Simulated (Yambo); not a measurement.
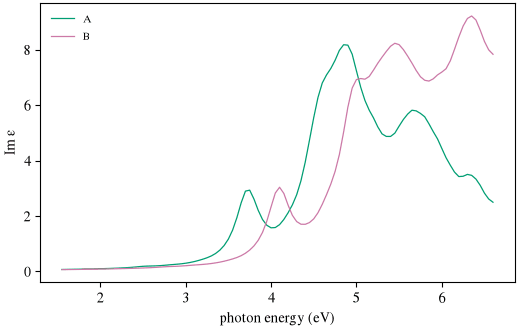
*Two computed absorption spectra of WO3 (space group P2_1/m, No. 11, within 0.06 Å of Cmcm) (Yambo, PBEsol bands with the same scissor, field along x)*

Axes are Cartesian, with cell vectors (Å) (3.87, 0.00, 0.00), (0.00, 7.48, 0.00), (-0.02, 0.00, 3.87).

Which curve includes the electron-hole attraction (BSE)?

Curve A: the attraction moves weight to lower energy (centre of the plotted range 5.1 eV against 5.5 eV). Settings: 6×4×6 mesh, 16 valence and 6 conduction bands, static screening with 73 bands and a 3 Ry block, scissor 1.34 eV, Tamm-Dancoff. The scissor comes from a G0W0 run whose convergence isn't established. Broadening 0.15 eV. The band window holds all transitions up to 6.6 eV. On this mesh the peak heights and the fine structure are mesh artefacts; only the shift of weight is robust.

Spin-orbit coupling is not included.

Geometry of the Materials Project entry, not relaxed at this level; primitive cell a = 3.872 Å, b = 7.480 Å, c = 3.874 Å, α = γ = 90.00°, β = 90.35°.

The structure is a Materials Project entry; no match was found in the copy of COD used, and its stability was not checked.
